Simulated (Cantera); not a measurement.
Charge: 1 mol n-butane, 0.058 mol NH3, 3.3 mol H2O, at 0.00380 bar.

Cantera equilibrium calculation (NASA polynomials, part measured and part estimated; ideal gas, pure solids and liquids). Candidate condensed phases: C, C6H6, C7H8, C8H18, H2O; 169 gas species. Ions and electrons are included (thermal ionisation). Rates play no part.

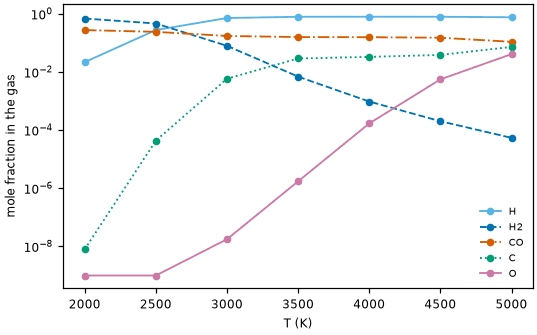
Equilibrium gas composition (values under 1e-9 drawn at 1e-9)

Read off the mole fractions at 4000 K.

H about 0.80, CO about 0.16, C about 0.033, H2 about 0.00097, O about 0.00017.
